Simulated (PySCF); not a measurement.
# One shape, several levels: C2H8BNO (SMILES C=C[BH-]([NH3+])O)

Aim: a comparison of 5 runs (HF/STO-3G, HF/def2-SVP, PBE/6-31G, B3LYP/6-31G*, MP2/6-31G**) of C2H8BNO. 

The results are computed with PySCF 2.14.0.

### Step 1. The molecule

C2H8BNO: 13 atoms, total charge 0, spin state singlet. SMILES: `C=C[BH-]([NH3+])O`. Geometry: relaxed at GFN2-xTB. This is one conformer, not always the lowest.

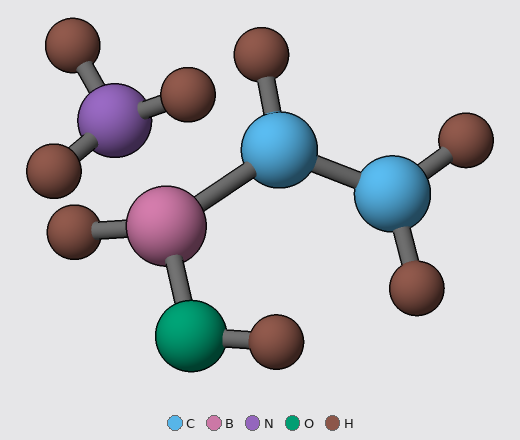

Viewed from a chosen angle; carbon blue, boron pink, nitrogen purple, oxygen teal, hydrogen brown.

### Step 2. Energy and forces at HF/STO-3G (run 1)

File run.py:

```python
from pyscf import gto

mol = gto.Mole()
mol.atom = '''
C   -0.555300   1.550220   1.254750
C   -0.802950   0.460510   0.543720
B   -0.071270   0.051960  -0.817980
N    0.423100  -1.669890  -0.458160
O    1.142660   0.667490  -1.145510
H    0.194200   2.266170   0.948050
H   -1.091790   1.808850   2.157080
H   -1.592570  -0.195880   0.903180
H   -0.769170  -0.120870  -1.762690
H    1.045390  -1.919160  -1.216790
H    0.912660  -1.709810   0.427480
H   -0.390460  -2.270660  -0.445290
H    1.555490   1.081070  -0.387840
'''
mol.max_memory = 1860
mol.basis = 'sto-3g'
mol.charge = 0
mol.verbose = 4
mol.build()

calc0 = mol.RHF()
calc0.conv_tol = 1e-10
calc0.kernel()
if not calc0.converged:
    calc0 = calc0.newton().run(calc0.mo_coeff, calc0.mo_occ)

etot = calc0.e_tot
print('E(%s) = %.9f' % ('HF', etot))
grad = calc0.nuc_grad_method().kernel()
calc0.analyze()
```

Command:

```
$ OMP_NUM_THREADS=1 python run.py
```

Log:

```text
PySCF version 2.14.0

[... 83 lines left out ...]
One-electron Energy =                 -652.697976217535256
[... 5 lines left out ...]
MO #1   energy= -20.1685855147905  occ= 2
[... 3 lines left out ...]
MO #5   energy= -7.35748203469945  occ= 2
[... 3 lines left out ...]
MO #9   energy= -0.716849749550957 occ= 2
[... 3 lines left out ...]
MO #13  energy= -0.55969502416066  occ= 2
[... 3 lines left out ...]
MO #17  energy= -0.415070153724389 occ= 2
[... 3 lines left out ...]
MO #21  energy= 0.343921121208687  occ= 0
[... 3 lines left out ...]
MO #25  energy= 0.634300520511279  occ= 0
[... 3 lines left out ...]
MO #29  energy= 0.758082648106841  occ= 0
[... 3 lines left out ...]
MO #33  energy= 1.08995057953745   occ= 0
[... 10 lines left out ...]
pop of  1 C 2py           0.99939
pop of  1 C 2pz           1.05394
pop of  2 B 1s            1.99947
pop of  2 B 2s            0.84952
pop of  2 B 2px           0.72749
pop of  2 B 2py           0.47196
pop of  2 B 2pz           0.83351
pop of  3 N 1s            1.99985
pop of  3 N 2s            1.30054
pop of  3 N 2px           1.19319
pop of  3 N 2py           1.52566
pop of  3 N 2pz           1.16211
pop of  4 O 1s            1.99988
pop of  4 O 2s            1.63365
pop of  4 O 2px           1.46155
pop of  4 O 2py           1.68425
pop of  4 O 2pz           1.49394
pop of  5 H 1s            0.98253
pop of  6 H 1s            0.98041
pop of  7 H 1s            0.99395
pop of  8 H 1s            1.10881
pop of  9 H 1s            0.82693
pop of  10 H 1s           0.83582
pop of  11 H 1s           0.83238
pop of  12 H 1s           0.88380
 ** Mulliken atomic charges  **
charge of    0C =     -0.11039
charge of    1C =     -0.10843
charge of    2B =      0.11807
charge of    3N =     -0.18134
charge of    4O =     -0.27327
charge of    5H =      0.01747
charge of    6H =      0.01959
charge of    7H =      0.00605
charge of    8H =     -0.10881
charge of    9H =      0.17307
charge of   10H =      0.16418
charge of   11H =      0.16762
charge of   12H =      0.11620
Dipole moment(X, Y, Z, Debye):  1.32430, -4.77203,  1.65610
```

It took 2.5 s on 1 thread of Intel Xeon at 2.70GHz, shared host; peak memory 0.12 GiB.

### Step 3. Energy and forces at HF/def2-SVP (run 2)

File input.py:

```python
from pyscf import gto

mol = gto.M(
    atom=[
    ('C', (-0.555300, 1.550220, 1.254750)),
    ('C', (-0.802950, 0.460510, 0.543720)),
    ('B', (-0.071270, 0.051960, -0.817980)),
    ('N', (0.423100, -1.669890, -0.458160)),
    ('O', (1.142660, 0.667490, -1.145510)),
    ('H', (0.194200, 2.266170, 0.948050)),
    ('H', (-1.091790, 1.808850, 2.157080)),
    ('H', (-1.592570, -0.195880, 0.903180)),
    ('H', (-0.769170, -0.120870, -1.762690)),
    ('H', (1.045390, -1.919160, -1.216790)),
    ('H', (0.912660, -1.709810, 0.427480)),
    ('H', (-0.390460, -2.270660, -0.445290)),
    ('H', (1.555490, 1.081070, -0.387840)),
],
    max_memory=1860,
    verbose=4,
    basis='def2-svp',
)

myscf = mol.RHF()
myscf.conv_tol = 1e-10
myscf.kernel()
if not myscf.converged:
    myscf = myscf.newton().run(myscf.mo_coeff, myscf.mo_occ)

e_final = myscf.e_tot
print(f'total energy: {e_final:.8f} hartree')
grad = myscf.nuc_grad_method().kernel()
dip = myscf.dip_moment()
pop, q = myscf.mulliken_pop()
```

Command:

```
$ OMP_NUM_THREADS=1 python input.py
```

Log:

```text
PySCF version 2.14.0

[... 71 lines left out ...]
converged SCF energy = -234.244790847763
total energy: -234.24479085 hartree
[... 11 lines left out ...]
Dipole moment(X, Y, Z, Debye):  1.18429, -4.23672,  2.09007
[... 85 lines left out ...]
pop of  7 H 2pz           0.00569
pop of  8 H 1s            0.77755
pop of  8 H 2s            0.37871
pop of  8 H 2px           0.00438
pop of  8 H 2py           0.00032
pop of  8 H 2pz           0.00793
pop of  9 H 1s            0.70179
pop of  9 H 2s            0.08563
pop of  9 H 2px           0.01639
pop of  9 H 2py           0.01020
pop of  9 H 2pz           0.02194
pop of  10 H 1s           0.70892
pop of  10 H 2s           0.09120
pop of  10 H 2px          0.01284
pop of  10 H 2py          0.01007
pop of  10 H 2pz          0.02561
pop of  11 H 1s           0.70963
pop of  11 H 2s           0.08491
pop of  11 H 2px          0.02456
pop of  11 H 2py          0.01610
pop of  11 H 2pz          0.00780
pop of  12 H 1s           0.69056
pop of  12 H 2s           0.05926
pop of  12 H 2px          0.02164
pop of  12 H 2py          0.02297
pop of  12 H 2pz          0.03010
 ** Mulliken atomic charges  **
charge of    0C =     -0.11361
charge of    1C =     -0.22589
charge of    2B =      0.36002
charge of    3N =     -0.20975
charge of    4O =     -0.36455
charge of    5H =      0.02644
charge of    6H =      0.03797
charge of    7H =      0.01035
charge of    8H =     -0.16889
charge of    9H =      0.16406
charge of   10H =      0.15137
charge of   11H =      0.15700
charge of   12H =      0.17547
```

It took 12 s on 1 thread of Intel Xeon at 2.70GHz, shared host; peak memory 0.26 GiB.

### Step 4. Energy and forces at PBE/6-31G (run 3)

File input.py:

```python
import pyscf.grad
from pyscf import gto, dft

mol = gto.Mole()
mol.atom = '''
C   -0.555300   1.550220   1.254750
C   -0.802950   0.460510   0.543720
B   -0.071270   0.051960  -0.817980
N    0.423100  -1.669890  -0.458160
O    1.142660   0.667490  -1.145510
H    0.194200   2.266170   0.948050
H   -1.091790   1.808850   2.157080
H   -1.592570  -0.195880   0.903180
H   -0.769170  -0.120870  -1.762690
H    1.045390  -1.919160  -1.216790
H    0.912660  -1.709810   0.427480
H   -0.390460  -2.270660  -0.445290
H    1.555490   1.081070  -0.387840
'''
mol.charge = 0
mol.verbose = 4
mol.basis = '6-31g'
mol.max_memory = 1860
mol.build()

ks = dft.RKS(mol, xc='pbe')
ks.grids.level = 5
ks.conv_tol = 1e-10
ks.kernel()
if not ks.converged:
    ks = ks.newton().run(ks.mo_coeff, ks.mo_occ)

e_tot = ks.e_tot
print('E(%s) = %.9f' % ('PBE', e_tot))
grad = ks.Gradients().kernel()
dip = ks.dip_moment()
pop, q = ks.mulliken_pop()
```

Command:

```
$ OMP_NUM_THREADS=1 python input.py
```

Log:

```text
PySCF version 2.14.0

[... 88 lines left out ...]
converged SCF energy = -235.505714090892
[... 13 lines left out ...]
Dipole moment(X, Y, Z, Debye):  1.26542, -4.42322,  2.19808
[... 36 lines left out ...]
pop of  3 N 3pz           0.45340
pop of  4 O 1s            1.99703
pop of  4 O 2s            0.89502
pop of  4 O 3s            0.98678
pop of  4 O 2px           0.96483
pop of  4 O 2py           1.01964
pop of  4 O 2pz           0.96043
pop of  4 O 3px           0.55139
pop of  4 O 3py           0.66340
pop of  4 O 3pz           0.57494
pop of  5 H 1s            0.54066
pop of  5 H 2s            0.34693
pop of  6 H 1s            0.53911
pop of  6 H 2s            0.33863
pop of  7 H 1s            0.54305
pop of  7 H 2s            0.37323
pop of  8 H 1s            0.53466
pop of  8 H 2s            0.55946
pop of  9 H 1s            0.51118
pop of  9 H 2s            0.13895
pop of  10 H 1s           0.51569
pop of  10 H 2s           0.15072
pop of  11 H 1s           0.51692
pop of  11 H 2s           0.14705
pop of  12 H 1s           0.52319
pop of  12 H 2s           0.14296
 ** Mulliken atomic charges  **
charge of    0C =     -0.35675
charge of    1C =     -0.18615
charge of    2B =      0.38477
charge of    3N =     -0.80606
charge of    4O =     -0.61345
charge of    5H =      0.11242
charge of    6H =      0.12226
charge of    7H =      0.08372
charge of    8H =     -0.09411
charge of    9H =      0.34987
charge of   10H =      0.33359
charge of   11H =      0.33603
charge of   12H =      0.33385
```

Run time: 30 s. Hardware: 1 thread of Intel Xeon at 2.70GHz, shared host; peak memory 0.62 GiB.

Run 4 isn't shown in full; the table further down has it.

### Step 5. Energy and gradient at MP2/6-31G(d,p) (spherical functions) (run 5)

File job.py:

```python
import pyscf.grad
from pyscf import gto, scf, mp

molecule = gto.M(
    atom='''
C       -0.555300       1.550220       1.254750
C       -0.802950       0.460510       0.543720
B       -0.071270       0.051960      -0.817980
N        0.423100      -1.669890      -0.458160
O        1.142660       0.667490      -1.145510
H        0.194200       2.266170       0.948050
H       -1.091790       1.808850       2.157080
H       -1.592570      -0.195880       0.903180
H       -0.769170      -0.120870      -1.762690
H        1.045390      -1.919160      -1.216790
H        0.912660      -1.709810       0.427480
H       -0.390460      -2.270660      -0.445290
H        1.555490       1.081070      -0.387840
''',
    max_memory=1860,
    verbose=4,
    basis='6-31g**',
)

calc0 = scf.RHF(molecule)
calc0.conv_tol = 1e-10
calc0.kernel()
if not calc0.converged:
    calc0 = calc0.newton().run(calc0.mo_coeff, calc0.mo_occ)

pt = mp.MP2(calc0, frozen=5).run()
e_final = pt.e_tot
print('E = %.10f Eh' % e_final)
grad = pt.Gradients().kernel()
calc0.analyze()
```

Command:

```
$ OMP_NUM_THREADS=1 python job.py
```

Log:

```text
PySCF version 2.14.0

[... 95 lines left out ...]
DFT Exchange-Correlation Energy =      -32.071567569862765
[... 11 lines left out ...]
MO #10  energy= -0.717160143403397 occ= 2
[... 9 lines left out ...]
MO #20  energy= -0.343775906850169 occ= 2
[... 9 lines left out ...]
MO #30  energy= 0.425020270226142  occ= 0
[... 9 lines left out ...]
MO #40  energy= 0.870628166889618  occ= 0
[... 9 lines left out ...]
MO #50  energy= 1.14767786591494   occ= 0
[... 9 lines left out ...]
MO #60  energy= 1.5344332656623    occ= 0
[... 9 lines left out ...]
MO #70  energy= 2.04670850432969   occ= 0
[... 9 lines left out ...]
MO #80  energy= 2.51273618717268   occ= 0
[... 9 lines left out ...]
MO #90  energy= 2.86420122001005   occ= 0
[... 9 lines left out ...]
MO #100 energy= 3.28135938766379   occ= 0
[... 9 lines left out ...]
MO #110 energy= 4.08262469823288   occ= 0
[... 87 lines left out ...]
pop of  8 H 1s            1.06205
pop of  8 H 2s            0.00219
pop of  8 H 2px           0.00057
pop of  8 H 2py           0.00004
pop of  8 H 2pz           0.00112
pop of  9 H 1s            0.73434
pop of  9 H 2s            0.01360
pop of  9 H 2px           0.00064
pop of  9 H 2py           0.00051
pop of  9 H 2pz           0.00099
pop of  10 H 1s           0.74660
pop of  10 H 2s           0.01329
pop of  10 H 2px          0.00041
pop of  10 H 2py          0.00056
pop of  10 H 2pz          0.00119
pop of  11 H 1s           0.74435
pop of  11 H 2s           0.01271
pop of  11 H 2px          0.00126
pop of  11 H 2py          0.00087
pop of  11 H 2pz          0.00008
pop of  12 H 1s           0.66888
pop of  12 H 2s           0.01273
pop of  12 H 2px          0.00101
pop of  12 H 2py          0.00141
pop of  12 H 2pz          0.00137
 ** Mulliken atomic charges  **
charge of    0C =     -0.23263
charge of    1C =     -0.19375
charge of    2B =      0.19734
charge of    3N =     -0.37996
charge of    4O =     -0.61470
charge of    5H =      0.08234
charge of    6H =      0.09075
charge of    7H =      0.07340
charge of    8H =     -0.06598
charge of    9H =      0.24991
charge of   10H =      0.23795
charge of   11H =      0.24073
charge of   12H =      0.31459
Dipole moment(X, Y, Z, Debye):  1.17091, -4.18418,  2.09882
```

It took 47 s on 1 thread of Intel Xeon at 2.70GHz, shared host; peak memory 0.82 GiB.

### Step 6. Overview of the runs

```csv
run,level,integration grid,frozen core orbitals,energy (Eh),dipole moment (D) of the reference,HOMO energy (eV),LUMO energy (eV),wall time
1,HF/STO-3G,–,–,-231.413446,5.22,-7.67,9.36,2.5 s
2,HF/def2-SVP,–,–,-234.244791,4.87,-9.51,3.85,12 s
3,PBE/6-31G,5,–,-235.505714,5.10,-5.45,-0.07,30 s
4,B3LYP/6-31G* (spherical functions),5,–,-235.870925,4.80,-6.46,0.72,49 s
5,MP2/6-31G** (spherical functions),–,5,-235.154001,4.83,-9.35,4.69,47 s
```

### Step 7. Summary of results

| quantity | value |
| --- | --- |
| run 5: total energy | -235.15400 Eh |
| run 5: dipole moment (Hartree–Fock density) | 4.83 D |
| run 5: HOMO energy (Hartree–Fock orbitals) | -9.35 eV |
| run 5: LUMO energy (Hartree–Fock orbitals) | 4.69 eV |
| run 5: HOMO–LUMO gap (Hartree–Fock orbitals) | 14.04 eV |
| run 5: correlation energy (5 core orbitals frozen) | -726.5 mEh |
| run 5: largest force on an atom | 1.297 eV/Å |

**Reading.** Over runs 1, 2, 3, 4 the dipole moment (its size) runs from 4.80 D (B3LYP/6-31G*) to 5.22 D (HF/STO-3G). The two ends differ in method and basis. Over runs 1, 2, 3, 4 the HOMO–LUMO gap runs from 5.38 eV (PBE/6-31G) to 17.03 eV (HF/STO-3G). Totals of different functionals can't be ranked against each other. In run 1 the basis is minimal, so the values are rough. All runs together took 2.3 min, the longest 49 s.
